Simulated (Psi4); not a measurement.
Run report: C₂H₃Si, frequency calculation

C₂H₃Si, multiplicity 2, SMILES [C]#C[SiH3], computed with BLYP/6-31G**, UKS, dispersion D4 (Psi4 1.11).

The geometry was optimised with BLYP/6-31G**.

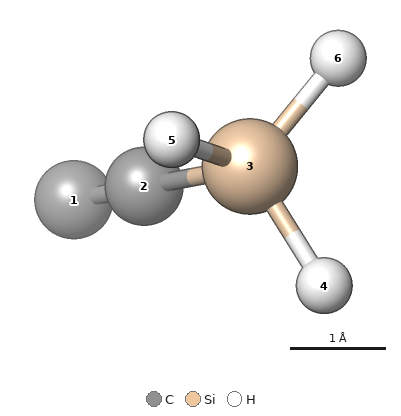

**Figure 1.** The structure as given in the input (ball-and-stick view, seen at a tilt; atoms are numbered from 1 in the order of the input). Bond lengths as drawn: C–C 1.23 Å, C–Si 1.84 Å and H–Si 1.49 Å.

Input (c2h3si_ase.py)
```python
import numpy as np
from ase.calculators.psi4 import Psi4
from ase.io import read
from ase.vibrations import Vibrations

mol = read('c2h3si.xyz')
calc = Psi4(atoms=mol, method='blyp-d4', basis='6-31G**', memory='1600MB', num_threads=1, charge=0, multiplicity=2, label='c2h3si', reference='uks')
mol.calc = calc

vib = Vibrations(mol, delta=0.02)
vib.run()
vib.summary()
```

File c2h3si.xyz
```
6
C2H3Si
C      1.108826    -1.962062     1.078267
C      0.567605    -0.994778     0.537823
Si    -0.250703     0.443694    -0.260108
H     -1.465511    -0.022087    -0.991553
H      0.701956     1.077093    -1.219992
H     -0.641210     1.433192     0.786831
```

Run on 1 thread of Intel Xeon (Granite Rapids), 16 GiB of memory available, shared host.

Command:
```bash
python c2h3si_ase.py
```

What the program printed
```
gradient() will perform analytic gradient computation.

   => Loading Basis Set <=

    Name: 6-31G**
    Role: ORBITAL
    Keyword: BASIS

   => BLYP-D4(BJ,EEQ)ATM: Empirical Dispersion <=

        a1 =       0.444889
        a2 =       4.093301
       alp =      16.000000
        s6 =       1.000000
        s8 =       2.340767
        s9 =       1.000000
        ga =       3.000000
        gc =       2.000000
        wf =       6.000000

         ---------------------------------------------------------
                                   SCF
                              UKS Reference
                        1 Threads,   1525 MiB Core
         ---------------------------------------------------------

  ==> Geometry <==

    Molecular point group: c1
    Full point group: C1

    Geometry (in Angstrom), charge = 0, multiplicity = 2:

       Center              X                  Y                   Z               Mass
    ------------   -----------------  -----------------  -----------------  -----------------
         C            0.896327274374    -1.588224414842     0.883716572308    12.000000000000
         C            0.355106274374    -0.620940414842     0.343272572308    12.000000000000
         SI          -0.463201725626     0.817531585158    -0.454658427692    27.976926534650
         H           -1.678009725626     0.351750585158    -1.186103427692     1.007825032230
         H            0.489457274374     1.450930585158    -1.414542427692     1.007825032230
         H           -0.853708725626     1.807029585158     0.612280572308     1.007825032230

  Running in c1 symmetry.

  Rotational constants: A =      2.78320  B =      0.17302  C =      0.17293 [cm^-1]
  Rotational constants: A =  83438.34116  B =   5187.14313  C =   5184.38810 [MHz]
  Nuclear repulsion =   75.593784831868291

  Charge       = 0
  Multiplicity = 2
  Electrons    = 29
  Nalpha       = 15
  Nbeta        = 14

  ==> Algorithm <==

  SCF Algorithm Type is DF.
  DIIS enabled.
  MOM disabled.
  Fractional occupation disabled.
  Guess Type is SAD.
  Energy threshold   = 1.00e-08
  Density threshold  = 1.00e-08
  Integral threshold = 1.00e-12

  ==> Primary Basis <==

  Basis Set: 6-31G**
    Blend: 6-31G**
    Number of shells: 29
    Number of basis functions: 64
    Number of Cartesian functions: 64
    Spherical Harmonics?: false
    Max angular momentum: 2

  ==> DFT Potential <==

   => LibXC <=

    Version 7.1.2

   => Composite Functional: BLYP-D4BJEEQATM <=

    BLYP GGA Exchange-Correlation Functional

    Deriv               =              1
    GGA                 =           TRUE
    Meta                =          FALSE

    Exchange Hybrid     =          FALSE
    MP2 Hybrid          =          FALSE

   => Exchange Functionals <=

    1.0000     XC_GGA_X_B88

   => Correlation Functionals <=

    1.0000     XC_GGA_C_LYP

   => LibXC Density Thresholds  <==

    XC_GGA_C_LYP:  1.00E-14
    XC_GGA_X_B88:  1.00E-15

   => Molecular Quadrature <=

    Radial Scheme          =       TREUTLER
    Pruning Scheme         =           NONE
    Nuclear Scheme         =       TREUTLER

    Blocking Scheme        =         OCTREE
    BS radius alpha        =              1
    Pruning alpha          =              1
    Radial Points          =             75
    Spherical Points       =            302
    Total Points           =         130436
    Total Blocks           =           1043
    Max Points             =            256
    Max Functions          =             63
    Weights Tolerance      =       1.00E-15

   => Loading Basis Set <=

    Name: (6-31G** AUX)
    Role: JKFIT
    Keyword: DF_BASIS_SCF

  ==> Integral Setup <==

  DFHelper Memory: AOs need 0.013 GiB; user supplied 0.916 GiB.
  SCF_SUBTYPE=INCORE selected. In-core MEM_DF algorithm will be used.
  Using in-core AOs.

  ==> MemDFJK: Density-Fitted J/K Matrices <==

    J tasked:                   Yes
    K tasked:                    No
    wK tasked:                   No
    Memory [MiB]:               938
    Algorithm:                 Core
    Schwarz Cutoff:           1E-12
    Mask sparsity (%):       0.8789
    Fitting Condition:        1E-10

   => Auxiliary Basis Set <=

  Basis Set: (6-31G** AUX)
    Blend: CC-PVDZ-JKFIT
    Number of shells: 111
    Number of basis functions: 367
    Number of Cartesian functions: 367
    Spherical Harmonics?: false
    Max angular momentum: 3

  Cached 100.0% of DFT collocation blocks in 0.201 [GiB].

  Minimum eigenvalue in the overlap matrix is 2.6758088971E-03.
  Reciprocal condition number of the overlap matrix is 4.5346892784E-04.
    Using symmetric orthogonalization.

  ==> Pre-Iterations <==

  SCF Guess: Superposition of Atomic Densities via on-the-fly atomic UHF (no occupation information).

   -------------------------
    Irrep   Nso     Nmo
   -------------------------
     A         64      64
   -------------------------
    Total      64      64
   -------------------------

  ==> Iterations <==

                           Total Energy        Delta E     RMS |[F,P]|

   @DF-UKS iter SAD:  -366.72395803748731   -3.66724e+02   0.00000e+00
   @DF-UKS iter   1:  -367.01771808654723   -2.93760e-01   1.04653e-02 ADIIS/DIIS
   @DF-UKS iter   2:  -366.24314096645332    7.74577e-01   1.85715e-02 ADIIS/DIIS
   @DF-UKS iter   3:  -367.12716593628397   -8.84025e-01   7.37867e-03 ADIIS/DIIS
   @DF-UKS iter   4:  -367.26602771100357   -1.38862e-01   1.69693e-03 ADIIS/DIIS
   @DF-UKS iter   5:  -367.27294434819532   -6.91664e-03   5.10304e-04 ADIIS/DIIS
   @DF-UKS iter   6:  -367.27369173770722   -7.47390e-04   1.31794e-04 ADIIS/DIIS
   @DF-UKS iter   7:  -367.27374333755938   -5.15999e-05   2.25820e-05 DIIS
   @DF-UKS iter   8:  -367.27374516919019   -1.83163e-06   8.10812e-06 DIIS
   @DF-UKS iter   9:  -367.27374563518788   -4.65998e-07   4.33754e-06 DIIS
   @DF-UKS iter  10:  -367.27374595649064   -3.21303e-07   3.20867e-06 DIIS
   @DF-UKS iter  11:  -367.27374641206154   -4.55571e-07   2.23152e-06 DIIS
   @DF-UKS iter  12:  -367.27374671209071   -3.00029e-07   1.07786e-06 DIIS
   @DF-UKS iter  13:  -367.27374677749958   -6.54089e-08   5.02878e-07 DIIS
   @DF-UKS iter  14:  -367.27374678026575   -2.76617e-09   1.38674e-07 DIIS
   @DF-UKS iter  15:  -367.27374678052473   -2.58979e-10   6.27061e-08 DIIS
   @DF-UKS iter  16:  -367.27374678056930   -4.45652e-11   2.45000e-08 DIIS
   @DF-UKS iter  17:  -367.27374678057475   -5.45697e-12   1.23832e-08 DIIS
   @DF-UKS iter  18:  -367.27374678057765   -2.89901e-12   4.59543e-09 DIIS
  Energy and wave function converged.

  ==> Post-Iterations <==

   Electrons on quadrature grid:
      Nalpha   =   14.9999973355 ; deviation = -2.665e-06
      Nbeta    =   13.9999976030 ; deviation = -2.397e-06
      Ntotal   =   28.9999949385 ; deviation = -5.062e-06

   @Spin Contamination Metric:   1.624566492E-02
   @S^2 Expected:                7.500000000E-01
   @S^2 Observed:                7.662456649E-01
   @S   Expected:                5.000000000E-01
   @S   Observed:                5.000000000E-01

    Orbital Energies [Eh]
    ---------------------

    Alpha Occupied:

       1A    -65.512858     2A     -9.986637     3A     -9.936591
       4A     -5.082398     5A     -3.502200     6A     -3.500310
       7A     -3.500298     8A     -0.676302     9A     -0.517983
      10A     -0.385063    11A     -0.323041    12A     -0.322203
      13A     -0.317887    14A     -0.253209    15A     -0.253031

    Alpha Virtual:

      16A     -0.030884    17A     -0.030734    18A      0.014153
      19A      0.081903    20A      0.083060    21A      0.084302
      22A      0.174319    23A      0.195269    24A      0.195685
      25A      0.233873    26A      0.355600    27A      0.480090
      28A      0.480308    29A      0.522719    30A      0.523116
      31A      0.580284    32A      0.619833    33A      0.620453
      34A      0.623191    35A      0.725785    36A      0.726100
      37A      0.859433    38A      0.968178    39A      1.042300
      40A      1.051319    41A      1.061089    42A      1.195057
      43A      1.463128    44A      1.463409    45A      1.480858
      46A      1.481050    47A      1.842300    48A      1.842337
      49A      1.909765    50A      2.001567    51A      2.002412
      52A      2.096750    53A      2.131403    54A      2.135394
      55A      2.176454    56A      2.395336    57A      2.421626
      58A      2.421945    59A      2.670324    60A      2.681664
      61A      2.865190    62A      3.016313    63A      3.890797
      64A      4.155582

    Beta Occupied:

       1A    -65.512682     2A     -9.970821     3A     -9.935765
       4A     -5.082209     5A     -3.501733     6A     -3.500184
       7A     -3.500171     8A     -0.660283     9A     -0.513067
      10A     -0.371518    11A     -0.322918    12A     -0.322083
      13A     -0.241946    14A     -0.241780

    Beta Virtual:

      15A     -0.219241    16A     -0.014737    17A     -0.014548
      18A      0.015283    19A      0.083864    20A      0.086947
      21A      0.087440    22A      0.174580    23A      0.196233
      24A      0.196664    25A      0.235568    26A      0.396655
      27A      0.482141    28A      0.482415    29A      0.538081
      30A      0.538517    31A      0.621898    32A      0.622478
      33A      0.623783    34A      0.651498    35A      0.726369
      36A      0.726655    37A      0.863544    38A      0.967351
      39A      1.042307    40A      1.051260    41A      1.074269
      42A      1.207747    43A      1.494579    44A      1.494690
      45A      1.504468    46A      1.504568    47A      1.857301
      48A      1.857333    49A      1.909366    50A      2.003861
      51A      2.004744    52A      2.099923    53A      2.131909
      54A      2.135921    55A      2.224490    56A      2.405187
      57A      2.461959    58A      2.462398    59A      2.670136
      60A      2.681485    61A      2.901689    62A      3.028332
      63A      3.940793    64A      4.160386

    Final Occupation by Irrep:
              A
    DOCC [    14 ]
    SOCC [     1 ]
    NA   [    15 ]
    NB   [    14 ]

  @DF-UKS Final Energy:  -367.27374678057765

   => Energetics <=

    Nuclear Repulsion Energy =             75.5937848318682910
    One-Electron Energy =                -654.5744840767999904
    Two-Electron Energy =                 244.3933721352150883
    DFT Exchange-Correlation Energy =     -32.6783732264996942
    Empirical Dispersion Energy =          -0.0080464443613878
    VV10 Nonlocal Energy =                  0.0000000000000000
    Total Energy =                       -367.2737467805776532

  UHF NO Occupations:
  HONO-2 :   13  A 1.9960942
  HONO-1 :   14  A 1.9960709
  HONO-0 :   15  A 1.0000000
  LUNO+0 :   16  A 0.0039291
  LUNO+1 :   17  A 0.0039058
  LUNO+2 :   18  A 0.0002297
  LUNO+3 :   19  A 0.0000691

Computation Completed

Properties will be evaluated at   0.000000,   0.000000,   0.000000 [a0]

Properties computed using the SCF density matrix

 Multipole Moments:

 ------------------------------------------------------------------------------------
     Multipole            Electronic (a.u.)      Nuclear  (a.u.)        Total (a.u.)
 ------------------------------------------------------------------------------------

 L = 1.  Multiply by 2.5417464519 to convert [e a0] to [Debye]
 Dipole X            :          1.8050607           -1.9246559           -0.1195952
 Dipole Y            :         -3.1644453            3.4018169            0.2373715
 Dipole Z            :          1.7353669           -1.8739439           -0.1385770
 Magnitude           :                                                    0.2997530

 ------------------------------------------------------------------------------------

	total time  =          4 seconds =       0.07 minutes

         ------------------------------------------------------------
                                   SCF GRAD
         ------------------------------------------------------------

  ==> Geometry <==

    Molecular point group: c1
    Full point group: C1

    Geometry (in Angstrom), charge = 0, multiplicity = 2:

       Center              X                  Y                   Z               Mass
    ------------   -----------------  -----------------  -----------------  -----------------
         C            0.896327274374    -1.588224414842     0.883716572308    12.000000000000
         C            0.355106274374    -0.620940414842     0.343272572308    12.000000000000
         SI          -0.463201725626     0.817531585158    -0.454658427692    27.976926534650
         H           -1.678009725626     0.351750585158    -1.186103427692     1.007825032230
         H            0.489457274374     1.450930585158    -1.414542427692     1.007825032230
         H           -0.853708725626     1.807029585158     0.612280572308     1.007825032230

  Nuclear repulsion =   75.593784831868291

  ==> Basis Set <==

  Basis Set: 6-31G**
    Blend: 6-31G**
    Number of shells: 29
    Number of basis functions: 64
    Number of Cartesian functions: 64
    Spherical Harmonics?: false
    Max angular momentum: 2

  ==> DFJKGrad: Density-Fitted SCF Gradients <==

    Gradient:                    1
    J tasked:                  Yes
    K tasked:                   No
    wK tasked:                  No
    Integrals threads:           1
    Memory [MiB]:             1144
    Schwarz Cutoff:          1E-12
    Fitting Condition:       1E-10

   => Auxiliary Basis Set <=

  Basis Set: (6-31G** AUX)
    Blend: CC-PVDZ-JKFIT
    Number of shells: 111
    Number of basis functions: 367
    Number of Cartesian functions: 367
    Spherical Harmonics?: false
    Max angular momentum: 3

  ==> DFT Potential <==

   => LibXC <=

    Version 7.1.2

   => Composite Functional: BLYP-D4BJEEQATM <=

    BLYP GGA Exchange-Correlation Functional

    Deriv               =              1
    GGA                 =           TRUE
    Meta                =          FALSE

    Exchange Hybrid     =          FALSE
    MP2 Hybrid          =          FALSE

   => Exchange Functionals <=

    1.0000     XC_GGA_X_B88

   => Correlation Functionals <=

    1.0000     XC_GGA_C_LYP

   => LibXC Density Thresholds  <==

    XC_GGA_C_LYP:  1.00E-14
    XC_GGA_X_B88:  1.00E-15

   => Molecular Quadrature <=

    Radial Scheme          =       TREUTLER
    Pruning Scheme         =           NONE
    Nuclear Scheme         =       TREUTLER

    Blocking Scheme        =         OCTREE
    BS radius alpha        =              1
    Pruning alpha          =              1
    Radial Points          =             75
    Spherical Points       =            302
    Total Points           =         130436
    Total Blocks           =           1043
    Max Points             =            256
    Max Functions          =             63
    Weights Tolerance      =       1.00E-15

  -Total Gradient:
     Atom            X                  Y                   Z
    ------   -----------------  -----------------  -----------------
       1        0.000240107195     0.000418046828    -0.000154672911
       2       -0.000772589267    -0.000158340303     0.000170382299
       3        0.001146258625    -0.002353091651    -0.003334937908
       4       -0.000058348761    -0.000480374856    -0.000163604374
       5        0.000445385390    -0.000117590157    -0.000389537284
       6       -0.001007596522     0.002701557616     0.003868254977

	total time  =          1 seconds =       0.02 minutes
```

Standard output
```
---------------------
  #    meV     cm^-1
---------------------
  0   71.8i    579.1i
  1   64.4i    519.6i
  2    2.3i     18.3i
  3    0.9i      7.2i
  4    0.1       0.9
  5    2.0      16.2
  6    2.5      19.8
  7    6.2      49.7
  8   65.7     530.0
  9   67.7     546.0
 10   77.6     625.9
 11  114.3     922.1
 12  114.4     922.9
 13  115.0     927.4
 14  249.2    2009.7
 15  270.5    2182.0
 16  271.3    2188.3
 17  271.7    2191.2
---------------------
Zero-point energy: 0.814 eV
```

Summary

- outcome: converged
- total energy: −367.273826 hartree
- dispersion energy: −0.008046 hartree
- basis functions: 64
- ⟨S²⟩: 0.766
- dipole moment: 0.75 D
- wall time: 3.1 min
- peak memory: 1.1 GiB
